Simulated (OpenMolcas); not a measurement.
**Os⁶⁺ among point charges: CASSCF and CASPT2 levels and susceptibility**

Aim: the splitting of the states of Os⁶⁺ in the field of 6 point charges, its lowest levels with spin-orbit coupling and its magnetic susceptibility.

The numbers are computed with OpenMolcas 26.06 (state-averaged CASSCF and CASPT2, spin-orbit coupling by RASSI with atomic mean-field integrals), except any that are marked as measured or tabulated.

## Step 1: The system

- Species: Os⁶⁺ (osmium, Z = 76, 70 electrons)
- Basis: ANO-RCC-VTZP [8s7p5d3f2g1h], 104 functions
- Scalar Hamiltonian: DKH2, point nucleus
- Inactive shells: 1s 2s 2p 3s 3p 3d 4s 4p 4d 4f 5s 5p
- Active space: 2 electrons in 5 orbitals (5d)
- Some configurations of this space: 5d²
- Orbitals: optimised for each spin and parity, averaged over all roots

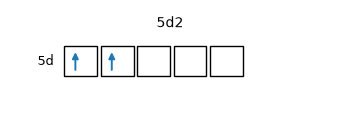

Outer shells as boxes.

The ion sits among 6 point charges of -0.65 e arranged as an octahedron (Oh), 1.99 Å from the ion.

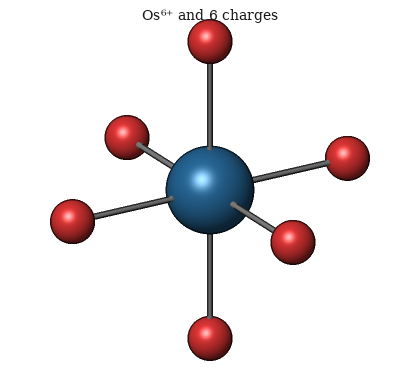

The ion and the point charges (red).

The work runs as a chain of OpenMolcas steps in one folder; each step below is one input file. Labels, J, g values, rates, χT and fits are worked out afterwards by a script from the matrices that RASSI stores. The input lists half of the charges; inversion (Group=XYZ) makes the rest.

## Step 2: One- and two-electron integrals

a.inp

```
&GATEWAY
Coord
1

Os 0.0 0.0 0.0
Basis=ANO-RCC-VTZP
Group=XYZ
NoMove
AngMom=0.0 0.0 0.0
AMFI
XField
3 Angstrom 0
1.990000 0.000000 0.000000 -0.650000
0.000000 1.990000 0.000000 -0.650000
0.000000 0.000000 1.990000 -0.650000
&SEWARD
```

Launch:

```sh
$ OMP_NUM_THREADS=1 MOLCAS_MEM=1689 MOLCAS_PROJECT=a pymolcas a.inp > a.log
```

The program printed:

```text
Basis set label: OS.ANO-RCC...8S7P5D3F2G1H.

      Electronic valence basis set:
      ------------------
      Associated Effective Charge  76.000000 au
      Associated Actual Charge     76.000000 au
      Nuclear Model: Point charge

      Shell  nPrim  nBasis  Cartesian Spherical Contaminant
         s      24       8        X
         p      21       7        X
         d      15       5                 X
         f      11       3                 X
         g       4       2                 X
         h       2       1                 X
                  Relativistic Douglas-Kroll-Hess integrals:
                    - DKH order of Hamiltonian: 2
                    - DKH order of Properties : 0
                  Atomic mean-field integrals
```

## Step 3: CASSCF: triplets of even parity, 10 roots

a.inp

```
&RASSCF
FileOrb=start.orb
Symmetry=1
Spin=3
nActEl=2 0 0
Inactive=15 19
Ras2=5 0
CIRoot=10 10 1
SDav=10
CIMx=300
Iter=120 100
PrWF=0.3
OrbListing=Nothing
MaxOrb=0
>>> COPY $Project.JobIph JOB001
```

Launch:

```sh
$ OMP_NUM_THREADS=1 MOLCAS_MEM=1689 MOLCAS_PROJECT=a pymolcas a.inp > a.log
```

start.orb holds the contracted functions of the basis, ordered by shell, or the orbitals of the step before.

The program printed, cut to the lines that bear on the results:

```text
[...]
      Number of active orbitals                  5
[...]
      Spin quantum number                      1.0
[...]
      Active orbitals                            5   0
[...]
      Number of CSFs                            10
      Number of root(s) required                10
[...]
      Convergence after  9 iterations
[...]
      Natural orbitals and occupation numbers for root  1
      sym 1:   0.032135   0.967865   0.032135   0.967865  -0.000000
      Natural orbitals and occupation numbers for root  2
      sym 1:   0.969125   0.969125   0.030875   0.030875   0.000000
      Natural orbitals and occupation numbers for root  3
      sym 1:   0.880303   0.000000   0.119697   0.880303   0.119697
::    RASSCF root number  1 Total energy: -17235.94059923
::    RASSCF root number  2 Total energy: -17235.94059923
::    RASSCF root number  3 Total energy: -17235.94059923
[...]
::    RASSCF root number  7 Total energy: -17235.91681103
::    RASSCF root number  8 Total energy: -17235.86867203
::    RASSCF root number  9 Total energy: -17235.86867203
::    RASSCF root number 10 Total energy: -17235.86867203
```

## Step 4: CASSCF: singlets of even parity, 15 roots

a.inp

```
&RASSCF
FileOrb=start.orb
Symmetry=1
Spin=1
nActEl=2 0 0
Inactive=15 19
Ras2=5 0
CIRoot=15 15 1
SDav=15
CIMx=300
Iter=120 100
PrWF=0.3
OrbListing=Nothing
MaxOrb=0
>>> COPY $Project.JobIph JOB002
```

The program printed, cut to the lines that bear on the results:

```text
[...]
      Number of active orbitals                  5
[...]
      Spin quantum number                      0.0
[...]
      Active orbitals                            5   0
[...]
      Number of CSFs                            15
      Number of root(s) required                15
[...]
      Convergence after  7 iterations
[...]
      Natural orbitals and occupation numbers for root  1
      sym 1:   0.663341   0.750688   0.242864   0.341536   0.001571
      Natural orbitals and occupation numbers for root  2
      sym 1:   0.333778   0.748411   0.245844   0.670688   0.001279
      Natural orbitals and occupation numbers for root  3
      sym 1:   0.672253   0.326685   0.000056   0.648707   0.352299
::    RASSCF root number  1 Total energy: -17235.88033615
::    RASSCF root number  2 Total energy: -17235.88033615
::    RASSCF root number  3 Total energy: -17235.88033615
[...]
::    RASSCF root number 12 Total energy: -17235.84314787
::    RASSCF root number 13 Total energy: -17235.84054244
::    RASSCF root number 14 Total energy: -17235.84054244
::    RASSCF root number 15 Total energy: -17235.71560199
```

## Step 5: RASSI: spin-orbit coupling between the states

a.inp

```
&RASSI
NrOfJobIphs=2 10 15
1 2 3 4 5 6 7 8 9 10
1 2 3 4 5 6 7 8 9 10 11 12 13 14 15
IphNames
JOB001
JOB002
EJob
SpinOrbit
DIPRint=1.0
SOCoupling=1000.0
Subsets=2
Property=9
'ANGMOM' 1 'ANGMOM' 2 'ANGMOM' 3 'MLTPL  1' 1 'MLTPL  1' 2 'MLTPL  1' 3
'AMFI' 1 'AMFI' 2 'AMFI' 3
SOProperty=3
'ANGMOM' 1 'ANGMOM' 2 'ANGMOM' 3
```

The program printed:

```text
SPIN-FREE ENERGIES:
  (Shifted by EMIN (a.u.) =     -17235.9405992269)

 SF State       Relative EMIN(au)   Rel lowest level(eV)    D:o, cm**(-1)      L_eff

     1             0.0000000000        0.0000000000              0.0000         3.0
     2             0.0000000000        0.0000000000              0.0000         3.0
     3             0.0000000000        0.0000000000              0.0000         3.0
     4             0.0107270726        0.2918985170           2354.3203         3.0
     5             0.0107270726        0.2918985170           2354.3203         3.0
     6             0.0107270726        0.2918985170           2354.3203         3.0
     7             0.0237882003        0.6473099052           5220.9065         3.0
    11             0.0602630720        1.6398417274          13226.2155         2.1
    12             0.0602630720        1.6398417274          13226.2155         2.1
    13             0.0602630720        1.6398417274          13226.2155         2.1
    14             0.0632424504        1.7209147447          13880.1135         2.4
    15             0.0632424504        1.7209147447          13880.1135         2.4
    10             0.0719271960        1.9572387110          15786.1948         1.0
     8             0.0719271960        1.9572387110          15786.1948         1.0
     9             0.0719271960        1.9572387110          15786.1948         1.0
    16             0.0908965189        2.4734202841          19949.4800         3.9
    17             0.0908965189        2.4734202841          19949.4800         3.9
    18             0.0908965189        2.4734202841          19949.4800         3.9
    19             0.0963839653        2.6227413087          21153.8353         4.0
    20             0.0963839653        2.6227413087          21153.8353         4.0
    21             0.0963839653        2.6227413087          21153.8353         4.0
    22             0.0974513523        2.6517863881          21388.0996         4.0
    23             0.1000567890        2.7226839312          21959.9269         3.8
    24             0.1000567890        2.7226839312          21959.9269         3.8
    25             0.2249972415        6.1224868417          49381.1866         0.2
     Dipole printing threshold changed to   1.00000000E+00
Eigenvalues of complex Hamiltonian:
   -----------------------------------
  (Shifted by EMIN (a.u.) =     -17235.9405992269)

 SO State       Relative EMIN(au)   Rel lowest level(eV)    D:o, cm**(-1)     J-value

     1            -0.0534019624        0.0000000000              0.0000         1.9
     2            -0.0534019624        0.0000000001              0.0000         1.2
     3            -0.0499348986        0.0943436108            760.9325         1.6
     4            -0.0499348986        0.0943436107            760.9325         1.7
     5            -0.0499348986        0.0943436109            760.9325         1.4
     6            -0.0056369941        1.2997510021          10483.1988         2.2
     7            -0.0056369940        1.2997510022          10483.1988         2.0
     8            -0.0056369941        1.2997510020          10483.1988         2.8
     9            -0.0030754826        1.3694532788          11045.3856         2.4
    10            -0.0030754826        1.3694532789          11045.3856         2.4
    11            -0.0030754826        1.3694532790          11045.3856         2.4
    12            -0.0007781789        1.4319660971          11549.5855         2.4
    13             0.0235512084        2.0940024519          16889.2688         2.5
    14             0.0311170562        2.2998796587          18549.7804         3.5
    15             0.0311170562        2.2998796588          18549.7804         2.1
    16             0.0311170562        2.2998796586          18549.7804         3.7
    17             0.0332793198        2.3587178507          19024.3425         3.3
    18             0.0332793198        2.3587178508          19024.3425         3.0
    19             0.0357763240        2.4266647948          19572.3715         1.7
    20             0.0406372617        2.5589376495          20639.2240         3.5
    21             0.0406372617        2.5589376495          20639.2240         3.0
    22             0.0406372617        2.5589376495          20639.2240         3.0
    23             0.0462886660        2.7127201931          21879.5639         1.9
    24             0.0462886660        2.7127201933          21879.5639         1.3
    25             0.0473781078        2.7423654146          22118.6687         1.5
    26             0.0473781078        2.7423654145          22118.6687         1.5
    27             0.0473781078        2.7423654144          22118.6687         1.8
    28             0.0605422782        3.1005807413          25007.8702         0.7
    29             0.0605422782        3.1005807413          25007.8702         0.7
    30             0.0605422782        3.1005807413          25007.8702         1.0
    31             0.0995798208        4.1628463898          33575.6205         2.9
    32             0.0995798208        4.1628463897          33575.6205         3.3
    33             0.0995798208        4.1628463899          33575.6205         2.9
    34             0.1009246575        4.1994412610          33870.7780         3.0
    35             0.1009246575        4.1994412614          33870.7780         2.7
    36             0.1045211452        4.2973066772          34660.1158         1.6
    37             0.1045211452        4.2973066771          34660.1158         3.8
    38             0.1045211452        4.2973066771          34660.1158         3.8
    39             0.1050977927        4.3129980560          34786.6753         3.2
    40             0.1115119991        4.4875375040          36194.4309         1.9
    41             0.1115119991        4.4875375039          36194.4309         1.9
Weights of the five most important spin-orbit-free states for each spin-orbit state.

 SO State  Total energy (au)           Spin-free states, spin, and weights
 -------------------------------------------------------------------------------------------------------
    1        -0.053402       1 1.0  0.3061    2 1.0  0.3022    5 1.0  0.1292    4 1.0  0.0866   15 0.0  0.0812
    2        -0.053402       3 1.0  0.3991    6 1.0  0.1242    2 1.0  0.1162    1 1.0  0.1124    4 1.0  0.0966
    3        -0.049935       5 1.0  0.1879    3 1.0  0.1693    2 1.0  0.1599    6 1.0  0.1282    7 1.0  0.1205
    4        -0.049935       2 1.0  0.2226    4 1.0  0.1838    6 1.0  0.1746    1 1.0  0.1359    7 1.0  0.1205
    5        -0.049935       1 1.0  0.1933    3 1.0  0.1892    5 1.0  0.1705    4 1.0  0.1323    7 1.0  0.1205
    6        -0.005637       3 1.0  0.2466    2 1.0  0.2197    5 1.0  0.2040    4 1.0  0.1969    6 1.0  0.0905
    7        -0.005637       2 1.0  0.2527    1 1.0  0.2473    6 1.0  0.2441    4 1.0  0.1808    5 1.0  0.0666
    8        -0.005637       3 1.0  0.2535    5 1.0  0.2209    1 1.0  0.2190    6 1.0  0.1569    4 1.0  0.1137
    9        -0.003075       7 1.0  0.2756    3 1.0  0.2705    1 1.0  0.2542    5 1.0  0.0702    4 1.0  0.0585
   10        -0.003075       7 1.0  0.2756    3 1.0  0.2492    2 1.0  0.2237    5 1.0  0.0841    1 1.0  0.0735
   11        -0.003075       2 1.0  0.3010    7 1.0  0.2756    1 1.0  0.2187    4 1.0  0.0781    6 1.0  0.0761
   12        -0.000778       5 1.0  0.3333    6 1.0  0.3333    4 1.0  0.3333    7 1.0  0.0000    1 1.0  0.0000
```

These steps: 8 s of run time, 1 thread of Arm Neoverse V1, shared host.

Spin-free states, with their symmetry labels:

| state | degeneracy | E (cm-1) | free-ion L (%) |
| --- | --- | --- | --- |
| 3T1 | 3 | 0 | F (100) |
| 3T2 | 3 | 2354 | F (100) |
| 3A2 | 1 | 5221 | F (100) |
| 1T2 | 3 | 13226 | D (95) |
| 1E | 2 | 13880 | D (85) |
| 3T1 | 3 | 15786 | P (100) |
| 1T2 | 3 | 19949 | G (95) |
| 1T1 | 3 | 21154 | G (100) |
| 1A1 | 1 | 21388 | G (99) |
| 1E | 2 | 21960 | G (85) |
| 1A1 | 1 | 49381 | S (99) |

With spin-orbit coupling:

```csv
E (cm-1),Degeneracy,Label,2S+1
0.0,2,E,3
760.9,3,T2,3
10483,3,T1,3
11045,3,T2,3
11550,1,A2,3
16889,1,A1,3
18550,3,T1,3
19024,2,E,3
19572,1,A1,3
20639,3,T2,3
21880,2,E,3
22119,3,T2,3
25008,3,T1,3
33576,3,T2,1
33871,2,E,1
34660,3,T1,1
34787,1,A1,1
36194,3,T2,3
37808,2,E,1
64714,1,A1,1
```

Powder χT (cm³ K/mol): 0.00 at 2 K, 0.00 at 5 K, 0.01 at 10 K, 0.01 at 20 K, 0.03 at 50 K, 0.06 at 100 K, 0.09 at 150 K, 0.12 at 200 K, 0.15 at 250 K, 0.18 at 300 K.

A ligand-field fit to the states below 45000 cm-1 gives 10Dq = 2835 cm-1, B = 927 cm-1 and C = 3854 cm-1 (C/B = 4.16), with a deviation of 44 cm-1.

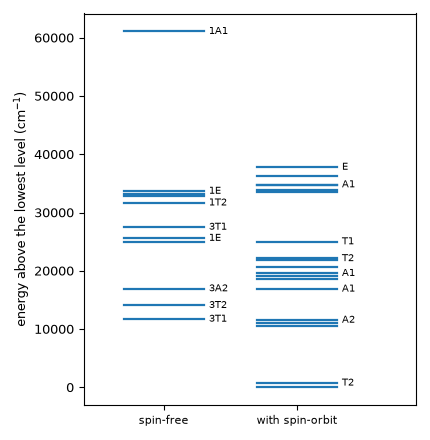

The states in the field without (left) and with (right) spin-orbit coupling.

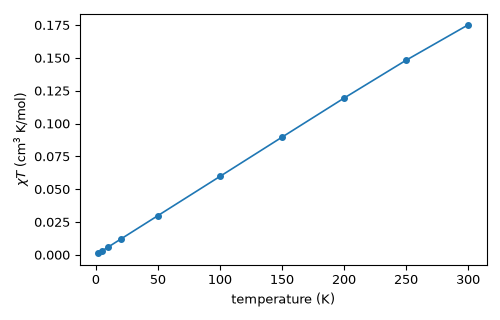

χT against temperature.

Orbitals of the lowest block (energies include the constant potential of the surroundings):

| shell | space | energy (hartree) | mean occupation | ⟨r²⟩ (bohr²) |
| --- | --- | --- | --- | --- |
| 1s | inactive | -2725.7429 | 2.000 | 0.000402 |
| 2s | inactive | -482.0257 | 2.000 | 0.00656 |
| 2p | inactive | -421.8522 | 6.000 | 0.00545 |
| 3s | inactive | -116.0507 | 2.000 | 0.0428 |
| 3p | inactive | -97.9522 | 6.000 | 0.0435 |
| 3d | inactive | -76.8007 | 10.000 | 0.0364 |
| 4s | inactive | -27.2658 | 2.000 | 0.211 |
| 4p | inactive | -21.1882 | 6.000 | 0.238 |
| 4d | inactive | -13.3079 | 10.000 | 0.277 |
| 4f | inactive | -4.5410 | 14.000 | 0.364 |
| 5s | inactive | -5.7992 | 2.000 | 1.12 |
| 5p | inactive | -4.0467 | 6.000 | 1.43 |
| 5d | RAS2 |  | 2.000 | 2.40 |

## Step 6: CASPT2: IPEA 0.25, imaginary shift 0.1 (closed shells correlated: 5s 5p)

a.inp

```
>>> COPY JOB001 $Project.JobIph
&CASPT2
Multistate=10 1 2 3 4 5 6 7 8 9 10
NoMult
Frozen=14 16
IPEA=0.25
Imaginary=0.1
MaxIter=60
WThr=0.0 0.3 0.05
PrWF=0.5
NoMix
>>> COPY JOB002 $Project.JobIph
&CASPT2
Multistate=15 1 2 3 4 5 6 7 8 9 10 11 12 13 14 15
NoMult
Frozen=14 16
IPEA=0.25
Imaginary=0.1
MaxIter=60
WThr=0.0 0.3 0.05
PrWF=0.5
NoMix
```

The program printed, cut to the lines that bear on the results:

```text
[...]
      Active orbitals                            5   0
[...]
      E2 (Variational):          -0.2181210133
      Total energy:          -17236.1587202402
[...]
::    CASPT2 Root  1     Total energy: -17236.15872024
::    CASPT2 Root  2     Total energy: -17236.15871124
[...]
::    CASPT2 Root 12     Total energy: -17236.07338546
::    CASPT2 Root 13     Total energy: -17236.06950369
::    CASPT2 Root 14     Total energy: -17236.06951014
::    CASPT2 Root 15     Total energy: -17235.96100715
```

Time for this run: 8.2 s (1 thread of Arm Neoverse V1, shared host).

SS-CASPT2: lowest energy less the reference's lowest, -0.2183 hartree; reference weights 0.963 to 0.971.

Spin-free states, with their symmetry labels:

| state | degeneracy | E (cm-1) | free-ion L (%) |
| --- | --- | --- | --- |
| 3T1 | 3 | 0 | F (100) |
| 3T2 | 3 | 2193 | F (100) |
| 3A2 | 1 | 5352 | F (100) |
| 1T2 | 3 | 10367 | D (95) |
| 1E | 2 | 11350 | D (85) |
| 3T1 | 3 | 14072 | P (100) |
| 1T2 | 3 | 17425 | G (95) |
| 1A1 | 1 | 18778 | G (99) |
| 1T1 | 3 | 19176 | G (100) |
| 1E | 2 | 19629 | G (85) |
| 1A1 | 1 | 43442 | S (99) |

With spin-orbit coupling:

| E (cm-1) | Degeneracy | Label | 2S+1 |
| --- | --- | --- | --- |
| 0 | 2 | E | 3 |
| 670 | 3 | T2 | 3 |
| 10710 | 3 | T1 | 3 |
| 11330 | 3 | T2 | 3 |
| 11690 | 1 | A2 | 3 |
| 16120 | 1 | A1 | 3 |
| 18540 | 3 | T1 | 3 |
| 18590 | 1 | A1 | 3 |
| 18860 | 2 | E | 3 |
| 20210 | 3 | T2 | 3 |
| 20260 | 2 | E | 3 |
| 20530 | 3 | T2 | 3 |
| 23600 | 3 | T1 | 3 |
| 31890 | 3 | T2 | 1 |
| 32180 | 2 | E | 1 |
| 32770 | 1 | A1 | 1 |
| 33220 | 3 | T1 | 1 |
| 34410 | 3 | T2 | 3 |
| 36060 | 2 | E | 1 |
| 59440 | 1 | A1 | 1 |

Powder χT (cm³ K/mol): 0.00 at 2 K, 0.00 at 5 K, 0.01 at 10 K, 0.01 at 20 K, 0.03 at 50 K, 0.07 at 100 K, 0.10 at 150 K, 0.14 at 200 K, 0.17 at 250 K, 0.20 at 300 K.

A ligand-field fit to the states below 45000 cm-1 gives 10Dq = 3252 cm-1, B = 842 cm-1 and C = 3222 cm-1 (C/B = 3.83), with a deviation of 359 cm-1.

## Step 7: The methods side by side

A. CASSCF
B. SS-CASPT2, IPEA 0.25, imaginary shift 0.1 (closed shells correlated: 5s 5p)

| method | ground state | first state of that spin (cm-1) | first gap with spin-orbit (cm-1) | χT at 300 K |
| --- | --- | --- | --- | --- |
| A | 3T1 | 3T2 2354 | 760.9 | 0.18 |
| B | 3T1 | 3T2 2193 | 671.1 | 0.20 |

## Step 8: Results

| quantity | value |
| --- | --- |
| method | SS-CASPT2, IPEA 0.25, imaginary shift 0.1 (closed shells correlated: 5s 5p) |
| spin-free ground state | 3T1, 3-fold in its orbital part |
| first state of the same spin within the active space | 3T2 at 2190 cm⁻¹ |
| lowest level | 2-fold E, g = 0.00, 0.00, 0.00 |
| next level | 671.1 cm⁻¹ |
| χT at 300 K | 0.20 cm³ K/mol |
| effective moment at 300 K | 1.27 μB |

Cost by method:

| method | time of its own steps | time with the reference |
| --- | --- | --- |
| A. CASSCF | 8 s | 8 s |
| B. SS-CASPT2, IPEA 0.25, imaginary shift 0.1, +5s 5p | 8.2 s | 16 s |

Times are of one thread on a shared host.

What this shows: The spin-free ground state (3T1) comes to 100 % from free-ion F terms and keeps the highest spin of the shell. χT at 300 K is 0.20, against 1.00 cm³ K/mol for the spin alone, so spin-orbit coupling lowers it. A ligand-field fit to the states below 45000 cm-1 gives 10Dq = 3252 cm-1, B = 842 cm-1 and C = 3222 cm-1 (C/B = 3.83), with a deviation of 359 cm-1. CASPT2 does not keep the components of a term degenerate, and the means are used. The field of point charges can differ much from that of real complexes. Point charges carry no covalency, so the field is a model and not that of real ligands.
